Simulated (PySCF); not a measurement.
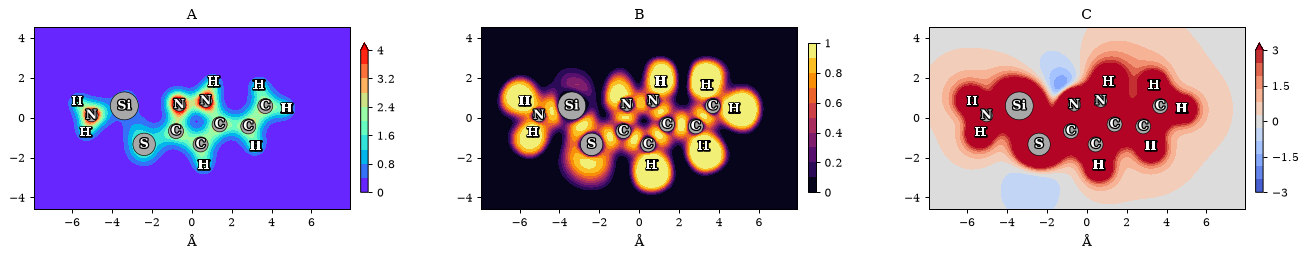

C5H9N3SSi (SMILES C=Cc1cc(S[SiH2]N)n[nH]1): 3 fields on the plane of atoms C4, C5 and N9, with unlabelled colour scales. Grey discs cover the atomic cores.

Geometry: GFN2-xTB.

Theory: PySCF, PBE0/pcSseg-1, SCF density, gas phase, non-relativistic.

The panels show electron density, electron localisation function and electrostatic potential in some order. Assign them.

Answer. Panel A: electron density. Panel B: electron localisation function. Panel C: electrostatic potential (strongly positive close to the atoms, with negative regions outside electron-rich atoms). From the grid: C–N (1.33 Å): the density is about 2.5 e/Å³ at the midpoint; the ELF peaks at about 0.90 between the atoms; a covalent bond. C–C (1.33 Å): ρ at the midpoint is about 2.3 e/Å³; the ELF peaks at about 0.90 between the atoms: a multiple bond.
